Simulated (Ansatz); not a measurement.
# triplet SiH4O: levels of theory compared

Aim: a comparison of 6 runs (UHF/cc-pVTZ, UB3LYP/6-31G*, U-r2SCAN/cc-pVTZ, UB3LYP/cc-pVTZ, UPBE/cc-pVTZ, RPA@PBE0/cc-pVTZ) of triplet SiH4O. 

The results are computed with Ansatz 0.2.0.

47 further runs of the same task are left out: 47 set aside as unsound or not needed.

**1. The system as given**

The species is SiH4O (6 atoms), meant as a triplet with charge 0. As SMILES of the parent species, `O[SiH3]`. Geometry: relaxed at PBE0-D4/def2-TZVP. That shape belongs to the parent species and isn't relaxed for this state.

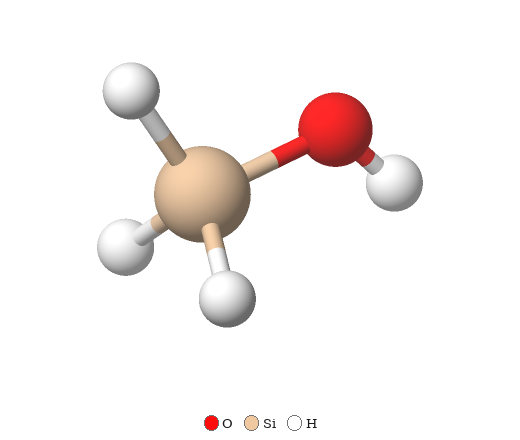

Viewed from a chosen angle; oxygen red, silicon light orange, hydrogen white.

**2. A single-point energy at UHF/cc-pVTZ (run 1)**

Input file job.yaml:

```yaml
basis:
  gaussian: {orbitals: cc-pVTZ}
crystal:
  periodic: [false, false, false]
  atoms:
    - {symbol: O, position_ang: [0.636700, -1.030300, 0.419000]}
    - {symbol: Si, position_ang: [-0.035700, 0.346500, -0.187000]}
    - {symbol: H, position_ang: [0.069100, -1.629200, 0.904700]}
    - {symbol: H, position_ang: [-1.128300, 0.045700, -1.152800]}
    - {symbol: H, position_ang: [1.060500, 1.064900, -0.875600]}
    - {symbol: H, position_ang: [-0.602300, 1.202400, 0.891700]}
magnetization: {spin_polarized: true, initial_magnetization: 2}
hamiltonian: {xc: hf}
accuracy: high
output: {orbitals: {seedname: orbitals}}
```

Started as:

```console
$ ansatz run job.yaml --threads 1 --pin off --max-ram 3480MiB --events-out events.jsonl --progress --plain --runs-dir runs
```

The program printed:

```text
Warning: RAYON_NUM_THREADS=1 ignored (pool sized by the plan → 1); use --threads N
Functional definition: HF
  name "HF"
  exchange = exact_x
  correlation = 0
2072 factors; integrals over basis functions are off by at most 3.5e-9 eV
mean field evaluation 1: about -9953.9757 eV, gradient 2.3e1 eV
mean field evaluation 2: about -9953.9880 eV, gradient 2.3e1 eV
mean field evaluation 4: about -9956.8868 eV, gradient 3.1e0 eV
mean field evaluation 8: about -9957.0752 eV, gradient 1.7e0 eV
mean field evaluation 16: about -9958.0691 eV, gradient 1.6e-2 eV
mean field evaluation 32: about -9956.9591 eV, gradient 1.3e0 eV
mean field evaluation 64: about -9955.6737 eV, gradient 4.9e0 eV
mean field evaluation 96: about -9955.7486 eV, gradient 9.3e-1 eV
mean field evaluation 128: about -9956.8602 eV, gradient 6.4e-1 eV
mean field -9958.06908684 eV, -365.9522891197 hartree, gradient 2.0e-8 eV, S^2 2.009524; 1 other end points of the search recorded, 0 dependent functions left out
reference -9958.06908684 eV, -365.9522891197 hartree; 14, 12 occupied and 106, 108 virtual orbitals, 2072 factors
Total energy: -9958.06908684 eV, -365.9522891197 hartree
```

It took 12 s on 1 thread of Arm Neoverse V1, shared host; peak memory 0.35 GiB.

**3. The energy at UB3LYP/6-31G(d) (spherical functions) (run 2)**

Input file run.yaml:

```yaml
basis:
  gaussian: {orbitals: 6-31G_st_-spherical.json}
crystal:
  periodic: [false, false, false]
  atoms:
    - {symbol: O, position_ang: [0.636700, -1.030300, 0.419000]}
    - {symbol: Si, position_ang: [-0.035700, 0.346500, -0.187000]}
    - {symbol: H, position_ang: [0.069100, -1.629200, 0.904700]}
    - {symbol: H, position_ang: [-1.128300, 0.045700, -1.152800]}
    - {symbol: H, position_ang: [1.060500, 1.064900, -0.875600]}
    - {symbol: H, position_ang: [-0.602300, 1.202400, 0.891700]}
magnetization: {spin_polarized: true, initial_magnetization: 2}
hamiltonian: {xc: {name: B3LYP}}
accuracy: high
output: {orbitals: {seedname: orbitals}}
```

The basis set 6-31G* is read from a file made from the Basis Set Exchange's data (not shown).

Started as:

```console
$ ansatz run run.yaml --threads 1 --pin off --max-ram 3480MiB --events-out events.jsonl --progress --plain --runs-dir runs
```

The program printed:

```text
Warning: RAYON_NUM_THREADS=1 ignored (pool sized by the plan → 1); use --threads N
Functional definition: B3LYP
  name "B3LYP"
  parameter a0 = 0.2
  parameter ax = 0.72
  parameter ac = 0.81
  exchange = (1 - a0 - ax)*slater_x + ax*b88_x + a0*exact_x
  correlation = (1 - ac)*vwn_rpa_c + ac*lyp_c
859 factors; integrals over basis functions are off by at most 3.1e-9 eV
mean field evaluation 1: about -9978.7248 eV, gradient 3.4e1 eV
mean field evaluation 2: about -9958.3651 eV, gradient 7.5e1 eV
mean field evaluation 4: about -9982.9304 eV, gradient 8.2e0 eV
mean field evaluation 8: about -9983.4596 eV, gradient 9.1e-1 eV
mean field evaluation 16: about -9983.4653 eV, gradient 5.0e-4 eV
mean field evaluation 32: about -9983.4653 eV, gradient 7.2e-8 eV
mean field -9983.46534639 eV, -366.8855844440 hartree, gradient 7.2e-8 eV, S^2 2.007320; 2 other end points of the search recorded, 0 dependent functions left out
reference -9983.46538308 eV, -366.8855857922 hartree; 14, 12 occupied and 26, 28 virtual orbitals, 859 factors
Total energy: -9983.46538308 eV, -366.8855857922 hartree
```

Wall time 6.3 s (1 thread of Arm Neoverse V1, shared host); peak memory 0.15 GiB.

Runs 3 to 5 aren't shown in full; the table further down has their settings and results.

**4. The energy at RPA@PBE0/cc-pVTZ (run 6)**

job.yaml: that of step 2 with these lines changed.

```diff
@@ -1,3 +1,4 @@
 basis:
-  gaussian: {orbitals: cc-pVTZ}
+  gaussian:
+    orbitals: cc-pVTZ
 crystal:
@@ -11,5 +12,10 @@
     - {symbol: H, position_ang: [-0.602300, 1.202400, 0.891700]}
-magnetization: {spin_polarized: true, initial_magnetization: 2}
-hamiltonian: {xc: hf}
+magnetization:
+  spin_polarized: true
+  initial_magnetization: 2
+hamiltonian:
+  xc: pbe0
 accuracy: high
-output: {orbitals: {seedname: orbitals}}
+correlation:
+  method: rpa
+  frozen_orbitals: {H: 0, O: 1, Si: 5}
```

Started as:

```console
$ ansatz run job.yaml --threads 1 --pin off --max-ram 3480MiB --events-out events.jsonl --progress --plain --runs-dir runs
```

The program printed, shortened:

```text
Warning: RAYON_NUM_THREADS=1 ignored (pool sized by the plan → 1); use --threads N
Functional definition: PBE0
  name "PBE0"
[...]
2072 factors; integrals over basis functions are off by at most 3.5e-9 eV
[...]
mean field -9979.34167818 eV, -366.7340424323 hartree, gradient 7.7e-8 eV, S^2 2.009665; 6 other end points of the search recorded, 0 dependent functions left out
6 core orbitals not correlated: weight in the atoms' cores, before any rotation towards them, 1.000 or more for the frozen orbitals, at most 0.000 for the correlated occupied ones
reference -9956.74009372 eV, -365.9034495232 hartree; 8, 6 occupied and 106, 108 virtual orbitals, 2072 factors
Total energy: -9973.42451698 eV, -366.5165907689 hartree
```

It took 31 s on 1 thread of Arm Neoverse V1, shared host; peak memory 0.52 GiB.

**5. Overview of the runs**

```csv
run,level,frozen core orbitals,energy (Eh),HOMO energy (eV),⟨S²⟩,wall time
1,UHF/cc-pVTZ,–,-365.952289,-4.16,2.010,12 s
2,UB3LYP/6-31G* (spherical functions),–,-366.885586,-1.96,2.007,6.3 s
3,U-r2SCAN/cc-pVTZ,–,-366.883431,-1.92,2.010,31 s
4,UB3LYP/cc-pVTZ,–,-366.970175,-2.22,2.009,19 s
5,UPBE/cc-pVTZ,–,-366.716807,-1.75,2.004,20 s
6,RPA@PBE0/cc-pVTZ,6,-366.516591,–,2.010,31 s
```

**6. Summary of results**

| quantity | value |
| --- | --- |
| run 6: total energy | -366.51659 Eh |
| run 6: RPA correlation energy (valence) | -613.1 mEh |
| run 6: ⟨S²⟩ of the reference determinant | 2.010 |

What this shows: Totals of different functionals can't be ranked against each other. All runs together took 2 min, the longest 31 s.
